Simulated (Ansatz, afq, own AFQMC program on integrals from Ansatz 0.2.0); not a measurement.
**BHO (triplet): quantum Monte Carlo beside coupled cluster as a fragment species, def2-TZVP**

How near does AFQMC come to the top of the ladder for BHO (triplet)?

Method: def2-TZVP, frozen cores; program: Ansatz 0.2.0, Gaussian basis, and an in-house AFQMC program (afq) on its integrals; all values are calculated.

To be run: PBE (unrestricted); r2SCAN (unrestricted); PBE0 (unrestricted); CCSD(T) on UHF; B3LYP (unrestricted); wB97M-V (unrestricted); B2PLYP (unrestricted); CCSDT(Q) on UHF; CCSD(T) on UHF; CCSD(T) on UHF; Phaseless AFQMC, CISD trial on UHF.

## (1) The geometry

The geometry is a PBE0/def2-SVP stationary point (not a proven minimum).

3 atoms, charge 0, spin multiplicity 3.

Atoms are counted from 1 here; the program's logs count them from 0.

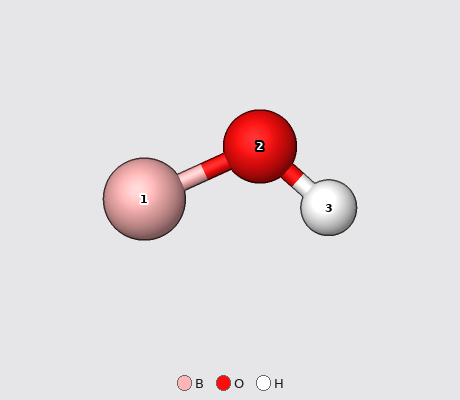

The structure; boron pink, oxygen red, hydrogen white; atoms are numbered from 1 in the order of the file.

## (2) PBE (unrestricted)

in.yaml

```yaml
crystal:
  periodic: [false, false, false]
  atoms:
    - {symbol: B, position_ang: [-0.435144, 0.138958, 0.211793]}
    - {symbol: O, position_ang: [0.822772, -0.305479, 0.124801]}
    - {symbol: H, position_ang: [1.160012, -0.352899, -0.783364]}
basis:
  gaussian: {orbitals: def2-TZVP}
magnetization: {spin_polarized: true, initial_magnetization: 2}
hamiltonian: {xc: {name: PBE}}
output: {orbitals: {seedname: orbitals}}
```

Started as:

```
ansatz run in.yaml --threads 1 --pin off --events-out ev --progress --plain --max-ram 8192MiB --backend cpu
```

The program printed:

```text
Functional definition: PBE
  name "PBE"
  cite "Perdew, Burke & Ernzerhof, Phys. Rev. Lett. 77, 3865 (1996) doi:10.1103/PhysRevLett.77.3865"
  parent pbe
  parameter kappa = 0.804
  parameter beta = 0.06672455060314922
  exchange = pbe_x(kappa = kappa, mu = beta*pi^2/3)
  correlation = pbe_c(beta = beta)
364 factors; their error is unknown
mean field evaluation 1: about -2728.3784 eV, gradient 3.9e1 eV
mean field evaluation 2: about -2689.8385 eV, gradient 1.0e2 eV
mean field evaluation 4: about -2733.3200 eV, gradient 4.4e0 eV
mean field evaluation 8: about -2733.4221 eV, gradient 2.8e-2 eV
mean field evaluation 16: about -2732.6633 eV, gradient 3.9e0 eV
mean field evaluation 32: about -2733.2854 eV, gradient 1.3e0 eV
mean field -2733.42205403 eV, -100.4514077056 hartree, gradient 1.1e-5 eV, S^2 2.005645; 5 other end points of the search recorded, 0 dependent functions left out
reference -2733.42208829 eV, -100.4514089645 hartree; 8, 6 occupied and 60, 62 virtual orbitals, 364 factors
Total energy: -2733.42208829 eV, -100.4514089645 hartree
```

Run time: 1.5 s. Hardware: 1 thread of AMD EPYC 7R13 (Zen 3), shared host; peak memory 1.6 GiB.

From the report: ⟨S²⟩ of the determinant 2.006 (pure triplet: 2.00).

## (3) r2SCAN (unrestricted)

in.yaml: that of step 2 with these lines changed.

```diff
@@ -9,3 +9,2 @@
 magnetization: {spin_polarized: true, initial_magnetization: 2}
-hamiltonian: {xc: {name: PBE}}
-output: {orbitals: {seedname: orbitals}}
+hamiltonian: {xc: {name: r2SCAN}}
```

Launched as before.

The program printed:

```text
Functional definition: r2SCAN
  name "r2SCAN"
  cite "Furness, Kaplan, Ning, Perdew & Sun, J. Phys. Chem. Lett. 11, 8208 (2020) doi:10.1021/acs.jpclett.0c02405"
  cite "Furness, Kaplan, Ning, Perdew & Sun, J. Phys. Chem. Lett. 11, 9248 (2020) doi:10.1021/acs.jpclett.0c03077"
  parent r2scan
  parameter k0 = 0.174
  parameter k1 = 0.065
  parameter a1 = 4.9479
  exchange = r2scan_x(k0 = k0, k1 = k1, a1 = a1)
  correlation = r2scan_c
364 factors; their error is unknown
mean field evaluation 1: about -2731.0562 eV, gradient 3.7e1 eV
mean field evaluation 2: about -2709.2432 eV, gradient 8.1e1 eV
mean field evaluation 4: about -2735.3634 eV, gradient 2.5e0 eV
mean field evaluation 8: about -2735.3901 eV, gradient 3.1e-2 eV
mean field evaluation 16: about -2735.3901 eV, gradient 6.6e-5 eV
mean field evaluation 32: about -2735.0493 eV, gradient 1.3e0 eV
mean field -2735.39009917 eV, -100.5237320307 hartree, gradient 3.1e-5 eV, S^2 2.006719; 4 other end points of the search recorded, 0 dependent functions left out
reference -2735.39011273 eV, -100.5237325289 hartree; 8, 6 occupied and 60, 62 virtual orbitals, 364 factors
Total energy: -2735.39011273 eV, -100.5237325289 hartree
```

Run time: 2.8 s. Hardware: 1 thread of AMD EPYC 7R13 (Zen 3), shared host; peak memory 1.6 GiB.

From the report: ⟨S²⟩ of the determinant 2.007 (pure triplet: 2.00).

## (4) PBE0 (unrestricted)

in.yaml: that of step 3 with these lines changed.

```diff
@@ -9,2 +9,3 @@
 magnetization: {spin_polarized: true, initial_magnetization: 2}
-hamiltonian: {xc: {name: r2SCAN}}
+hamiltonian: {xc: {name: PBE0}}
+output: {orbitals: {seedname: orbitals}}
```

Same command.

The program printed:

```text
Functional definition: PBE0
  name "PBE0"
  cite "Adamo & Barone, J. Chem. Phys. 110, 6158 (1999) doi:10.1063/1.478522"
  cite "Perdew, Burke & Ernzerhof, Phys. Rev. Lett. 77, 3865 (1996) doi:10.1103/PhysRevLett.77.3865"
  parent pbe
  parameter a = 0.25
  parameter kappa = 0.804
  parameter beta = 0.06672455060314922
  exchange = (1 - a)*pbe_x(kappa = kappa, mu = beta*pi^2/3) + a*exact_x
  correlation = pbe_c(beta = beta)
364 factors; their error is unknown
mean field evaluation 1: about -2729.9323 eV, gradient 3.3e1 eV
mean field evaluation 2: about -2721.2878 eV, gradient 5.8e1 eV
mean field evaluation 4: about -2733.5325 eV, gradient 1.2e0 eV
mean field evaluation 8: about -2733.5476 eV, gradient 2.4e-2 eV
mean field evaluation 16: about -2733.5476 eV, gradient 7.5e-5 eV
mean field -2733.54760198 eV, -100.4560215075 hartree, gradient 2.3e-5 eV, S^2 2.005208; 1 other end points of the search recorded, 0 dependent functions left out
reference -2733.54762841 eV, -100.4560224791 hartree; 8, 6 occupied and 60, 62 virtual orbitals, 364 factors
Total energy: -2733.54762841 eV, -100.4560224791 hartree
```

Wall time 0.82 s (1 thread of AMD EPYC 7R13 (Zen 3), shared host); peak memory 1.6 GiB.

From the report: ⟨S²⟩ of the determinant 2.005 (pure triplet: 2.00).

## (5) CCSD(T) on UHF

in.yaml: that of step 4 with these lines changed.

```diff
@@ -9,3 +9,2 @@
 magnetization: {spin_polarized: true, initial_magnetization: 2}
-hamiltonian: {xc: {name: PBE0}}
-output: {orbitals: {seedname: orbitals}}
+correlation: {method: ccsd_t, electrons: outside_noble_gas, hamiltonian_folder: ham}
```

Started as:

```
ansatz run in.yaml --threads 1 --pin off --events-out ev --progress --plain --max-ram 24576MiB --backend cuda --devices 0, --max-vram 18GiB
```

The program printed, shortened:

```text
Functional definition: HF
  name "HF"
  cite "Fock, Z. Phys. 61, 126 (1930) doi:10.1007/BF01340294"
  parent pbe
[...]
453 factors; integrals over basis functions are off by at most 1.6e-3 eV
[...]
mean field -2722.97748178 eV, -100.0675767550 hartree, gradient 8.8e-6 eV, S^2 2.006900; 7 other end points of the search recorded, 0 dependent functions left out
determinant -2722.97748178 eV, -100.0675767550 hartree, with singles and doubles -2730.90248729 eV, -100.3588153358 hartree
determinant -2722.36410030 eV, -100.0450354014 hartree, with singles and doubles -2730.20546193 eV, -100.3332001262 hartree
2 core orbitals not correlated: weight in the atoms' cores, before any rotation towards them, 1.000 or more for the frozen orbitals, at most 0.000 for the correlated occupied ones
reference -2722.97748178 eV, -100.0675767550 hartree; 6, 4 occupied and 60, 62 virtual orbitals, 453 factors
second order -7.69905463 eV of doubles, -0.00000000 eV of singles
cycle   1  -7.89997938 eV  change   -6.5e-1 eV  update   2.1e-2
[...]
cycle  10  -7.93003390 eV  change    3.8e-7 eV  update   7.5e-6
perturbative correction -0.28648592 eV, -0.0105281635 hartree
Total energy: -2731.19400160 eV, -100.3695282890 hartree
```

It took 6 s on 1 × NVIDIA H100 80GB HBM3 with 1 thread of AMD EPYC 7R13 (Zen 3), shared host; peak host memory 1.6 GiB.

From the report: ⟨S²⟩ of the determinant 2.007 (pure triplet: 2.00); correlation -8.2165 eV; T1 0.018; largest double amplitude 0.03.

This run also writes the integrals to the folder ham.

## (6) B3LYP (unrestricted)

in.yaml: that of step 5 with these lines changed.

```diff
@@ -9,2 +9,2 @@
 magnetization: {spin_polarized: true, initial_magnetization: 2}
-correlation: {method: ccsd_t, electrons: outside_noble_gas, hamiltonian_folder: ham}
+hamiltonian: {xc: {name: B3LYP}}
```

Started as:

```
ansatz run in.yaml --threads 1 --pin off --events-out ev --progress --plain --max-ram 8192MiB --backend cpu
```

The program printed, shortened:

```text
Functional definition: B3LYP
  name "B3LYP"
  cite "Stephens, Devlin, Chabalowski & Frisch, J. Phys. Chem. 98, 11623 (1994) doi:10.1021/j100096a001"
  cite "Becke, Phys. Rev. A 38, 3098 (1988) doi:10.1103/PhysRevA.38.3098"
  cite "Lee, Yang & Parr, Phys. Rev. B 37, 785 (1988) doi:10.1103/PhysRevB.37.785"
  cite "Vosko, Wilk & Nusair, Can. J. Phys. 58, 1200 (1980) doi:10.1139/p80-159"
[...]
364 factors; their error is unknown
[...]
mean field -2736.76445783 eV, -100.5742387798 hartree, gradient 2.7e-5 eV, S^2 2.003135; 1 other end points of the search recorded, 0 dependent functions left out
reference -2736.76463660 eV, -100.5742453495 hartree; 8, 6 occupied and 60, 62 virtual orbitals, 364 factors
Total energy: -2736.76463660 eV, -100.5742453495 hartree
```

It took 0.97 s on 1 thread of AMD EPYC 7R13 (Zen 3), shared host; peak memory 1.6 GiB.

From the report: ⟨S²⟩ of the determinant 2.003 (pure triplet: 2.00).

## (7) wB97M-V (unrestricted)

in.yaml: that of step 6 with these lines changed.

```diff
@@ -9,2 +9,3 @@
 magnetization: {spin_polarized: true, initial_magnetization: 2}
-hamiltonian: {xc: {name: B3LYP}}
+hamiltonian: {xc: {name: wB97M-V}}
+output: {orbitals: {seedname: orbitals}}
```

Same command.

The program printed, shortened:

```text
Functional definition: wB97M-V
  name "wB97M-V"
  cite "Mardirossian & Head-Gordon, J. Chem. Phys. 144, 214110 (2016) doi:10.1063/1.4952647"
  cite "Becke, J. Chem. Phys. 107, 8554 (1997) doi:10.1063/1.475007"
  cite "Vydrov & Van Voorhis, J. Chem. Phys. 133, 244103 (2010) doi:10.1063/1.3521275"
  # Of w^i u^j: cxij and so on, Table III.
[...]
  gx(w, u) = 1 - cx + cx01*u + cx10*w
  gss(w, u) = css00 + css04*u^4 + css10*w + css20*w^2 + css43*w^4*u^3
  gos(w, u) = cos00 + cos10*w + (cos20 + cos21*u)*w^2 + (cos60 + cos61*u)*w^6
[...]
      + integral(e_c_pw_mod_opposite_spin*gos(b97_w_opposite, b97_u_opposite)) + vv10(b, c)
364 factors; their error is unknown
94 factors; integrals over basis functions are off by at most 4.2e-5 eV
[...]
mean field -2735.55123170 eV, -100.5296535418 hartree, gradient 1.7e-5 eV, S^2 2.004018; 1 other end points of the search recorded, 0 dependent functions left out
reference -2735.55126486 eV, -100.5296547602 hartree; 8, 6 occupied and 60, 62 virtual orbitals, 364 factors
Total energy: -2735.55126486 eV, -100.5296547602 hartree
```

Wall time 4.9 s (1 thread of AMD EPYC 7R13 (Zen 3), shared host); peak memory 1.6 GiB.

From the report: ⟨S²⟩ of the determinant 2.004 (pure triplet: 2.00).

## (8) B2PLYP (unrestricted)

in.yaml: that of step 7 with these lines changed.

```diff
@@ -9,3 +9,3 @@
 magnetization: {spin_polarized: true, initial_magnetization: 2}
-hamiltonian: {xc: {name: wB97M-V}}
-output: {orbitals: {seedname: orbitals}}
+hamiltonian: {xc: {name: B2PLYP}}
+correlation: {electrons: outside_noble_gas}
```

Launched as before.

The program printed, shortened:

```text
Functional definition: B2PLYP
  name "B2PLYP"
  cite "Grimme, J. Chem. Phys. 124, 034108 (2006) doi:10.1063/1.2148954"
  cite "Becke, Phys. Rev. A 38, 3098 (1988) doi:10.1103/PhysRevA.38.3098"
  cite "Lee, Yang & Parr, Phys. Rev. B 37, 785 (1988) doi:10.1103/PhysRevB.37.785"
[...]
453 factors; integrals over basis functions are off by at most 1.6e-3 eV
[...]
mean field -2732.08503982 eV, -100.4022733398 hartree, gradient 3.6e-6 eV, S^2 2.003690; 2 other end points of the search recorded, 0 dependent functions left out
2 core orbitals not correlated: weight in the atoms' cores, before any rotation towards them, 1.000 or more for the frozen orbitals, at most 0.000 for the correlated occupied ones
reference -2732.08515407 eV, -100.4022775381 hartree; 6, 4 occupied and 60, 62 virtual orbitals, 453 factors
second order -9.35114479 eV of doubles, -0.00000000 eV of singles
Total energy: -2734.60996316 eV, -100.4950625609 hartree
```

It took 1.3 s on 1 thread of AMD EPYC 7R13 (Zen 3), shared host; peak memory 1.6 GiB.

From the report: ⟨S²⟩ of the determinant 2.004 (pure triplet: 2.00).

(Part 1 of 2 ends here.)
